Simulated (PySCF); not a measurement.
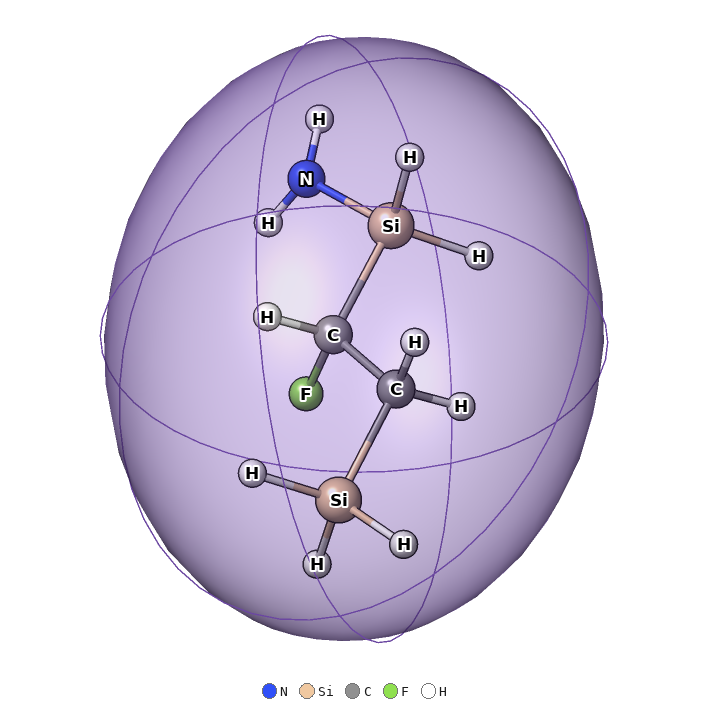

The ellipsoid shows the static dipole polarisability: its half-axes are proportional to the principal values. The computed structure is the end point of a GFN2-xTB optimisation. No frequency run is at hand to confirm it as a minimum. Computed with CAM-B3LYP/def2-SVPD (PySCF 2.14.0).

### Give the principal values, the mean and the anisotropy.

Principal values 76.2, 80.9, 104.6 bohr³; mean 87.3 bohr³ (12.93 Å³); anisotropy 26.4 bohr³, so the longest axis is 1.37 times the shortest.

The geometry is semi-empirical. Around Si such bond lengths and angles can be off by a tenth of an ångström or more and by several degrees, and values that hang on the shape move with them.
